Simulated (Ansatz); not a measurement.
# BeH2 (model cell, started as fluorite): a soft mode frozen in, part 2 of 3

Wanted: the energy along a soft mode of BeH2 (model cell, started as fluorite) and the structure at the end.

Ansatz 0.2.0; DFT PBEsol, scalar-relativistic, plane waves, PAW.

So far, highest frequency on the path or at a solved wavevector (cm⁻¹): step 2 (the dispersion) 1369. Also lowest frequency on the path (cm⁻¹): step 2 -1502.

The structure was built from a prototype and need not be the compound's stable phase.

**6. Relaxing from the distorted cell**

Starting from the lowest point found, all atoms and the cell are let go, so that strain and other modes of the same symmetry can join in.

The input, input.yaml:

```yaml
crystal:
  lattice:
    - [0.0, -1.9694231691, -1.9694231691]
    - [0.0, 1.9694231691, -1.9694231691]
    - [3.9388463383, 0.0, 0.0]
  atoms:
    - { symbol: Be, position: [0.0, 0.0, 0.0] }
    - { symbol: Be, position: [0.5, 0.5, 0.5] }
    - { symbol: H, position: [0.0, 0.5, 0.6357533497] }
    - { symbol: H, position: [0.5, 0.0, 0.3642466503] }
    - { symbol: H, position: [1.0, 0.5, 0.1357533497] }
    - { symbol: H, position: [0.5, 0.0, 0.8642466503] }
kpoints:
  mp_grid: { grid: [12, 12, 8] }
hamiltonian:
  xc: pbesol
scf:
  occupations: { method: methfessel_paxton, width: 0.15 }
output:
  forces: true
  stress: true
  eigenvalues: true
relax:
  adjacent_minimum: "off"
  f_tol: 0.002
  max_steps: 120
  cell: { stress_tol: 0.03 }
```

Run with:

```sh
$ ansatz run input.yaml --threads 4 --pin off --max-ram 7168MiB --backend cpu --events-out ev --progress --plain --runs-dir out
```

Numbers of over 12 decimals in the logs are rounded to 6 here.

The program printed:

```text
[...]
Crystal: 6 atoms, lattice volume = 30.555 Å³
Basis set: ecut = 420 eV, 609 PW (Γ), exchange–correlation on 40×40×54 points (8 copies of the dense FFT grid, shifted against one another)
Bands: 10, of which v1, the nominal top of the filled ones, is band 4 counted from 1 (3 counted from 0)
Symmetry: 16 space group operations
[...]
k-points: 140 of 1152
[...]
SCF iter   1: F=—  HF=-241.605626 eV  |F-HF|=—  |Δ(HF+E_count)|=         —  Δρ=7.27e-3  dr2=1.07e-2  ethr=1.77e-3  ⟨swp⟩=5.2  Hψ=9721  notcnv=0
[...]
SCF iter   5: F=-241.602365 eV  HF=-241.602365 eV  |F-HF|=3.24e-11  |Δ(HF+E_count)|=   2.96e-8  S|Δr|=    0.00e0  Δρ=1.10e-6  dr2=2.52e-10  ethr=9.74e-10  ⟨swp⟩=1.9  Hψ=4130  notcnv=0
SCF 1 converged in 5 iterations: F = -241.602365 eV  dr2 = 2.52e-10
[...]
relax step   1: F+E_penalty+E_count = -241.60236530 eV  Δ(F+E_penalty+E_count) = +0.000e0 eV  max|allowed force component| = 1.569e-1 eV/Å  Δτ_max = 0.0000 Å  P = +8.972 GPa  Ω = 30.555 Å³  (5 SCF iters, dr2 threshold 1.00e-7 eV, accepted)
Crystal: 6 atoms, lattice volume = 31.533 Å³
Basis set: ecut = 420 eV, 649 PW (Γ), exchange–correlation on 40×40×54 points (8 copies of the dense FFT grid, shifted against one another)
[...]
SCF iter   4: F=-241.898239 eV  HF=-241.898239 eV  |F-HF|=1.60e-9  |Δ(HF+E_count)|=   1.86e-7  S|Δr|=    0.00e0  Δρ=4.73e-6  dr2=2.67e-9  ethr=6.80e-9  ⟨swp⟩=2.0  Hψ=3928  notcnv=0
SCF 2 converged in 4 iterations: F = -241.898239 eV  dr2 = 2.67e-9
[...]
relax step   2: F+E_penalty+E_count = -241.89823947 eV  Δ(F+E_penalty+E_count) = -2.959e-1 eV  max|allowed force component| = 8.738e-2 eV/Å  Δτ_max = 0.0085 Å  P = +6.115 GPa  Ω = 31.533 Å³  energy of the carried Pulay correction = -1.579e-3 eV  (4 SCF iters, dr2 threshold 6.00e-7 eV, accepted)
Crystal: 6 atoms, lattice volume = 32.477 Å³
Basis set: ecut = 420 eV, 659 PW (Γ), exchange–correlation on 40×40×54 points (8 copies of the dense FFT grid, shifted against one another)
[...]
SCF iter   4: F=-242.091336 eV  HF=-242.091336 eV  |F-HF|=1.36e-9  |Δ(HF+E_count)|=   1.82e-7  S|Δr|=    0.00e0  Δρ=4.76e-6  dr2=2.82e-9  ethr=7.06e-9  ⟨swp⟩=2.0  Hψ=3923  notcnv=0
SCF 3 converged in 4 iterations: F = -242.091336 eV  dr2 = 2.82e-9
[...]
relax step   3: F+E_penalty+E_count = -242.09133620 eV  Δ(F+E_penalty+E_count) = -1.931e-1 eV  max|allowed force component| = 9.293e-3 eV/Å  Δτ_max = 0.0076 Å  P = +3.805 GPa  Ω = 32.477 Å³  energy of the carried Pulay correction = -3.055e-3 eV  (4 SCF iters, dr2 threshold 6.00e-7 eV, accepted)
[... from here on, the SCF cycles and remarks between the steps are left out ...]
relax step   4: F+E_penalty+E_count = -242.21651691 eV  Δ(F+E_penalty+E_count) = -1.252e-1 eV  max|allowed force component| = 7.393e-3 eV/Å  Δτ_max = 0.0084 Å  P = +2.586 GPa  Ω = 33.373 Å³  energy of the carried Pulay correction = -4.417e-3 eV  (5 SCF iters, dr2 threshold 6.00e-7 eV, accepted)
relax step   5: F+E_penalty+E_count = -242.29503510 eV  Δ(F+E_penalty+E_count) = -7.852e-2 eV  max|allowed force component| = 5.865e-3 eV/Å  Δτ_max = 0.0069 Å  P = +1.404 GPa  Ω = 34.317 Å³  energy of the carried Pulay correction = -5.812e-3 eV  (5 SCF iters, dr2 threshold 6.00e-7 eV, accepted)
relax step   6: F+E_penalty+E_count = -242.34633280 eV  Δ(F+E_penalty+E_count) = -5.130e-2 eV  max|allowed force component| = 1.970e-2 eV/Å  Δτ_max = 0.0127 Å  P = +0.691 GPa  Ω = 35.251 Å³  energy of the carried Pulay correction = -7.152e-3 eV  (5 SCF iters, dr2 threshold 6.00e-7 eV, accepted)
relax step   7: F+E_penalty+E_count = -242.38680754 eV  Δ(F+E_penalty+E_count) = -4.047e-2 eV  max|allowed force component| = 1.524e-2 eV/Å  Δτ_max = 0.0041 Å  P = +0.562 GPa  Ω = 35.835 Å³  energy of the carried Pulay correction = -7.971e-3 eV  (4 SCF iters, dr2 threshold 6.00e-7 eV, accepted)
relax step   8: F+E_penalty+E_count = -242.42228729 eV  Δ(F+E_penalty+E_count) = -3.548e-2 eV  max|allowed force component| = 1.199e-2 eV/Å  Δτ_max = 0.0033 Å  P = +0.557 GPa  Ω = 36.318 Å³  energy of the carried Pulay correction = -8.638e-3 eV  (4 SCF iters, dr2 threshold 6.00e-7 eV, accepted)
relax step   9: F+E_penalty+E_count = -242.45743496 eV  Δ(F+E_penalty+E_count) = -3.515e-2 eV  max|allowed force component| = 1.325e-2 eV/Å  Δτ_max = 0.0018 Å  P = +0.817 GPa  Ω = 36.501 Å³  energy of the carried Pulay correction = -8.888e-3 eV  (4 SCF iters, dr2 threshold 6.00e-7 eV, accepted)
relax step  10: F+E_penalty+E_count = -242.49025160 eV  Δ(F+E_penalty+E_count) = -3.282e-2 eV  max|allowed force component| = 5.444e-2 eV/Å  Δτ_max = 0.0108 Å  P = +1.240 GPa  Ω = 36.889 Å³  energy of the carried Pulay correction = -9.413e-3 eV  (4 SCF iters, dr2 threshold 6.00e-7 eV, accepted)
relax step  11: F+E_penalty+E_count = -242.51223027 eV  Δ(F+E_penalty+E_count) = -2.198e-2 eV  max|allowed force component| = 1.717e-1 eV/Å  Δτ_max = 0.0190 Å  P = -0.997 GPa  Ω = 37.460 Å³  energy of the carried Pulay correction = -1.018e-2 eV  (5 SCF iters, dr2 threshold 6.00e-7 eV, accepted)
relax step  12: F+E_penalty+E_count = -242.54939109 eV  Δ(F+E_penalty+E_count) = -3.716e-2 eV  max|allowed force component| = 9.166e-3 eV/Å  Δτ_max = 0.0200 Å  P = +0.676 GPa  Ω = 37.513 Å³  energy of the carried Pulay correction = -1.025e-2 eV  (5 SCF iters, dr2 threshold 6.00e-7 eV, accepted)
relax step  13: F+E_penalty+E_count = -242.56687630 eV  Δ(F+E_penalty+E_count) = -1.749e-2 eV  max|allowed force component| = 5.037e-3 eV/Å  Δτ_max = 0.0022 Å  P = +0.456 GPa  Ω = 37.784 Å³  energy of the carried Pulay correction = -1.060e-2 eV  (4 SCF iters, dr2 threshold 6.00e-7 eV, accepted)
relax step  14: F+E_penalty+E_count = -242.57135285 eV  Δ(F+E_penalty+E_count) = -4.477e-3 eV  max|allowed force component| = 4.230e-3 eV/Å  Δτ_max = 0.0042 Å  P = +0.132 GPa  Ω = 38.143 Å³  energy of the carried Pulay correction = -1.107e-2 eV  (4 SCF iters, dr2 threshold 6.00e-7 eV, accepted)
relax step  15: F+E_penalty+E_count = -242.57129986 eV  Δ(F+E_penalty+E_count) = +5.299e-5 eV  max|allowed force component| = 7.723e-4 eV/Å  Δτ_max = 0.0017 Å  P = +0.005 GPa  Ω = 38.277 Å³  energy of the carried Pulay correction = -1.125e-2 eV  (4 SCF iters, dr2 threshold 1.38e-7 eV, accepted)
relax step  16: F+E_penalty+E_count = -242.82789809 eV  Δ(F+E_penalty+E_count) = -2.566e-1 eV  max|allowed force component| = 1.992e-2 eV/Å  Δτ_max = 0.0000 Å  P = +2.192 GPa  Ω = 38.277 Å³  stress off target by 6.68e0 GPa  SCF on the basis re-selected at this cell (its energy is not comparable with the rows above)  (6 SCF iters)
relax step  17: F+E_penalty+E_count = -242.87254676 eV  Δ(F+E_penalty+E_count) = -4.465e-2 eV  max|allowed force component| = 2.046e-2 eV/Å  Δτ_max = 0.0074 Å  P = +1.871 GPa  Ω = 38.926 Å³  energy of the carried Pulay correction = -8.587e-4 eV  (4 SCF iters, dr2 threshold 6.00e-7 eV, accepted)
relax step  18: F+E_penalty+E_count = -242.90722219 eV  Δ(F+E_penalty+E_count) = -3.468e-2 eV  max|allowed force component| = 8.233e-4 eV/Å  Δτ_max = 0.0110 Å  P = +1.419 GPa  Ω = 39.851 Å³  energy of the carried Pulay correction = -2.188e-3 eV  (4 SCF iters, dr2 threshold 6.00e-7 eV, accepted)
relax step  19: F+E_penalty+E_count = -242.93348582 eV  Δ(F+E_penalty+E_count) = -2.626e-2 eV  max|allowed force component| = 1.251e-2 eV/Å  Δτ_max = 0.0067 Å  P = +1.231 GPa  Ω = 40.473 Å³  energy of the carried Pulay correction = -3.155e-3 eV  (4 SCF iters, dr2 threshold 6.00e-7 eV, accepted)
relax step  20: F+E_penalty+E_count = -242.95200961 eV  Δ(F+E_penalty+E_count) = -1.852e-2 eV  max|allowed force component| = 1.001e-2 eV/Å  Δτ_max = 0.0106 Å  P = +0.758 GPa  Ω = 41.512 Å³  energy of the carried Pulay correction = -4.907e-3 eV  (4 SCF iters, dr2 threshold 6.00e-7 eV, accepted)
relax step  21: F+E_penalty+E_count = -242.96322188 eV  Δ(F+E_penalty+E_count) = -1.121e-2 eV  max|allowed force component| = 8.525e-3 eV/Å  Δτ_max = 0.0115 Å  P = +0.594 GPa  Ω = 42.505 Å³  energy of the carried Pulay correction = -6.753e-3 eV  (4 SCF iters, dr2 threshold 6.00e-7 eV, accepted)
relax step  22: F+E_penalty+E_count = -242.96798395 eV  Δ(F+E_penalty+E_count) = -4.762e-3 eV  max|allowed force component| = 2.073e-2 eV/Å  Δτ_max = 0.0081 Å  P = +0.046 GPa  Ω = 43.583 Å³  energy of the carried Pulay correction = -8.950e-3 eV  (4 SCF iters, dr2 threshold 6.00e-7 eV, accepted)
relax step  23: F+E_penalty+E_count = -242.96827218 eV  Δ(F+E_penalty+E_count) = -2.882e-4 eV  max|allowed force component| = 7.437e-4 eV/Å  Δτ_max = 0.0097 Å  P = +0.051 GPa  Ω = 44.430 Å³  energy of the carried Pulay correction = -1.083e-2 eV  (4 SCF iters, dr2 threshold 3.68e-7 eV, accepted)
relax step  24: F+E_penalty+E_count = -242.96791845 eV  Δ(F+E_penalty+E_count) = +3.537e-4 eV  max|allowed force component| = 7.952e-4 eV/Å  Δτ_max = 0.0017 Å  P = +0.016 GPa  Ω = 44.615 Å³  energy of the carried Pulay correction = -1.125e-2 eV  (4 SCF iters, dr2 threshold 3.54e-8 eV, accepted)
relax step  25: F+E_penalty+E_count = -242.96785225 eV  Δ(F+E_penalty+E_count) = +6.620e-5 eV  max|allowed force component| = 8.000e-5 eV/Å  Δτ_max = 0.0002 Å  P = +0.002 GPa  Ω = 44.644 Å³  energy of the carried Pulay correction = -1.132e-2 eV  (5 SCF iters, accepted)
relax step  26: F+E_penalty+E_count = -242.99251953 eV  Δ(F+E_penalty+E_count) = -2.467e-2 eV  max|allowed force component| = 3.514e-3 eV/Å  Δτ_max = 0.0000 Å  P = +0.125 GPa  Ω = 44.644 Å³  stress off target by 6.07e-1 GPa  SCF on the basis re-selected at this cell (its energy is not comparable with the rows above)  (6 SCF iters)
relax step  27: F+E_penalty+E_count = -242.99450477 eV  Δ(F+E_penalty+E_count) = -1.985e-3 eV  max|allowed force component| = 2.799e-4 eV/Å  Δτ_max = 0.0098 Å  P = +0.069 GPa  Ω = 45.661 Å³  energy of the carried Pulay correction = -1.141e-3 eV  (4 SCF iters, dr2 threshold 6.00e-7 eV, accepted)
relax step  28: F+E_penalty+E_count = -242.99443067 eV  Δ(F+E_penalty+E_count) = +7.410e-5 eV  max|allowed force component| = 2.632e-3 eV/Å  Δτ_max = 0.0068 Å  P = +0.056 GPa  Ω = 46.383 Å³  energy of the carried Pulay correction = -2.020e-3 eV  (5 SCF iters, dr2 threshold 1.86e-7 eV, accepted)
relax step  29: F+E_penalty+E_count = -242.99416809 eV  Δ(F+E_penalty+E_count) = +2.626e-4 eV  max|allowed force component| = 7.715e-4 eV/Å  Δτ_max = 0.0021 Å  P = +0.014 GPa  Ω = 46.637 Å³  energy of the carried Pulay correction = -2.344e-3 eV  (5 SCF iters, dr2 threshold 2.35e-8 eV, accepted)
relax step  30: F+E_penalty+E_count = -242.99411154 eV  Δ(F+E_penalty+E_count) = +5.656e-5 eV  max|allowed force component| = 7.636e-5 eV/Å  Δτ_max = 0.0003 Å  P = +0.001 GPa  Ω = 46.682 Å³  energy of the carried Pulay correction = -2.402e-3 eV  (5 SCF iters, accepted)
relax step  31: F+E_penalty+E_count = -242.99686196 eV  Δ(F+E_penalty+E_count) = -2.750e-3 eV  max|allowed force component| = 1.990e-5 eV/Å  Δτ_max = 0.0000 Å  P = +0.003 GPa  Ω = 46.682 Å³  stress off target by 5.40e-2 GPa  SCF on the basis re-selected at this cell (its energy is not comparable with the rows above)  (5 SCF iters)
relax step  32: F+E_penalty+E_count = -242.99667998 eV  Δ(F+E_penalty+E_count) = +1.820e-4 eV  max|allowed force component| = 7.606e-4 eV/Å  Δτ_max = 0.0020 Å  P = -0.011 GPa  Ω = 46.909 Å³  energy of the carried Pulay correction = -2.286e-4 eV  (5 SCF iters, dr2 threshold 7.29e-9 eV, accepted)
relax step  33: F+E_penalty+E_count = -242.99664872 eV  Δ(F+E_penalty+E_count) = +3.126e-5 eV  max|allowed force component| = 1.725e-4 eV/Å  Δτ_max = 0.0004 Å  P = -0.002 GPa  Ω = 46.942 Å³  energy of the carried Pulay correction = -2.614e-4 eV  (5 SCF iters, accepted)
[...]
SCF iter   5: F=-242.996903 eV  HF=-242.996903 eV  |F-HF|=1.71e-13  |Δ(HF+E_count)|=  9.21e-12  S|Δr|=    0.00e0  Δρ=5.62e-8  dr2=9.02e-13  ethr=1.00e-12  ⟨swp⟩=4.9  Hψ=4055  notcnv=0
SCF 34 converged in 5 iterations: F = -242.996903 eV  dr2 = 9.02e-13
relax step  34: F+E_penalty+E_count = -242.99690255 eV  Δ(F+E_penalty+E_count) = -2.538e-4 eV  max|allowed force component| = 1.711e-4 eV/Å  Δτ_max = 0.0000 Å  P = -0.002 GPa  Ω = 46.942 Å³  stress off target by 5.25e-3 GPa  SCF on the basis re-selected at this cell (its energy is not comparable with the rows above)  (5 SCF iters)
[...]
SCF converged after 5 iterations
[...]
Free energy (F): -242.996903 eV
[...]
Internal energy: -242.996903 eV  (E = F + TS)
E sigma→0 (E₀):  -242.996903 eV
Fermi energy:    0.788827 eV
[...]
--- Forces (eV/Å), atoms counted from 1 ---
  atom   1  Be    -0.00000000    -0.00000000     0.00000000
  atom   2  Be     0.00000000     0.00000000    -0.00000000
  atom   3  H     -0.00017114    -0.00000000     0.00000000
  atom   4  H      0.00017114    -0.00000000     0.00000000
  atom   5  H     -0.00017114     0.00000000    -0.00000000
  atom   6  H      0.00017114     0.00000000    -0.00000000
  max |Σ_I F_I| component: 1.12e-16 eV/Å
--- Stress (GPa, compression-positive) ---
        0.003056      -0.000000      -0.000000
       -0.000000      -0.005253       0.000000
       -0.000000       0.000000      -0.005253
  P = ⅓ Tr σ = -0.0025 GPa (-0.025 kbar)
--- Band table (eV; the first three rows and the last of 140) ---
[...]
--- Relaxed structure (30 steps of the walk, 30 accepted, 4 SCFs on fresh bases) ---
  F+E_penalty+E_count = -242.99690255 eV   max|allowed force component| = 1.711e-4 eV/Å   (the final SCF, on the basis selected at the relaxed cell)
  cell:  # Å, volume = 46.9415 Å³
    - [5.1833991583707606e-17, -1.688068, -1.688068]
    - [5.1833991583707976e-17, 1.688068, -1.688068]
    - [8.236590, 0, -1.0366798317004749e-16]
  atoms:
    - { symbol: Be, position: [0, 0, 2.362638155412166e-19] }
    - { symbol: Be, position: [0.5, 0.5, 0.5] }
    - { symbol: H, position: [5.551115123125783e-17, 0.5, 0.603879] }
    - { symbol: H, position: [0.5, 0.0, 0.396121] }
    - { symbol: H, position: [1.0, 0.5, 0.103879] }
    - { symbol: H, position: [0.5, 5.551115123125783e-17, 0.896121] }
```

Wall time 27 s (4 threads of Arm Neoverse V2, shared host); peak memory 0.37 GiB.

The steps of the relaxation (22 of 34):

```tsv
step	energy less that of the first step (eV)	largest force component (eV/Å)	pressure (GPa)	volume (Å³)
1	0.0000	0.1569	8.97	30.55
3	-0.4890	0.0093	3.81	32.48
4	-0.6142	0.0074	2.59	33.37
6	-0.7440	0.0197	0.69	35.25
7	-0.7844	0.0152	0.56	35.83
9	-0.8551	0.0133	0.82	36.50
10	-0.8879	0.0544	1.24	36.89
12	-0.9470	0.0092	0.68	37.51
14	-0.9690	0.0042	0.13	38.14
15	-0.9689	0.0008	0.01	38.28
17	-1.2702	0.0205	1.87	38.93
18	-1.3049	0.0008	1.42	39.85
20	-1.3496	0.0100	0.76	41.51
21	-1.3609	0.0085	0.59	42.51
23	-1.3659	0.0007	0.05	44.43
25	-1.3655	0.0001	0.00	44.64
26*	-1.3902	0.0035	0.12	44.64
28	-1.3921	0.0026	0.06	46.38
29	-1.3918	0.0008	0.01	46.64
31*	-1.3945	0.0000	0.00	46.68
32	-1.3943	0.0008	-0.01	46.91
34*	-1.3945	0.0002	0.00	46.94
```

Relaxation steps marked * repeat the geometry before them on a plane-wave basis chosen anew for their cell, so energy and pressure can jump there. Other such steps can lie between the rows shown.

Forces are held to the 16 operations that the run works with; a distortion that breaks them can't arise in this run.

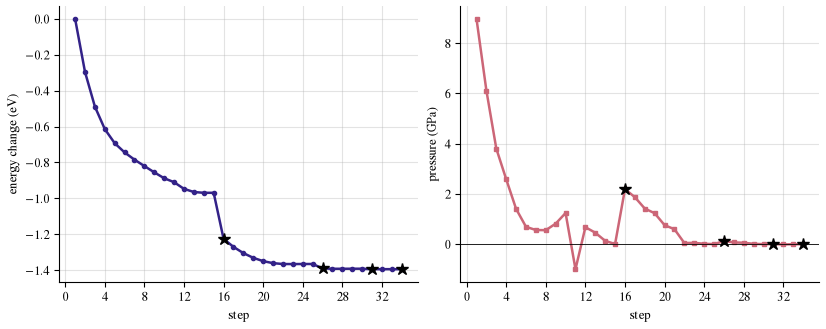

Energy and pressure along the relaxation. Stars mark steps on a basis chosen anew.

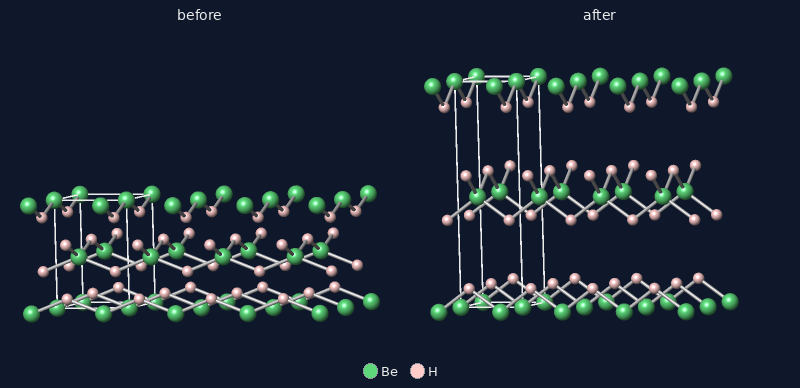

Before and after, at one scale.

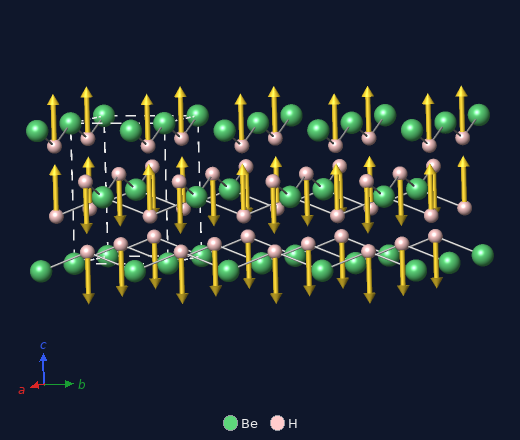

Displacements in the relaxation, exaggerated, measured against the changing cell; the longest in the cell stands for 0.26 Å. 2×4×1 cells are drawn. Some periodic images of atoms are drawn too.

```tsv
cell as run	before	after	change
a (Å)	2.785	2.387	-14.3 %
b (Å)	2.785	2.387	-14.3 %
c (Å)	3.939	8.237	+109.1 %
volume (Å³/atom)	5.09	7.82	+53.6 %
```

The atoms that moved most (Å, as changes of fractional coordinates times the final cell):

```tsv
atom	dx	dy	dz	length
H4	0.263	0.000	0.000	0.263
H5	-0.263	0.000	0.000	0.263
H6	0.263	0.000	0.000	0.263
H3	-0.263	0.000	0.000	0.263
```

This step gave:

```yaml
pressure: -0.002483 GPa
gap_on_the_k_mesh: 3.660 eV
volume_per_atom: 7.824 Å³
```

The distorted start has space group P4_2/nmc; the relaxation ends in P4_2/nmc.

[end of part 2 of 3]

[Logs are printed without paths, hosts, clocks, repeated set-up lines and the standing remarks that a program may print on its own settings, such as how far it seeks lower states.]

[Hosts, paths, dates, database ids (printed as entryN), source tags and the programs' standing remarks are cut or masked in the printed files.]
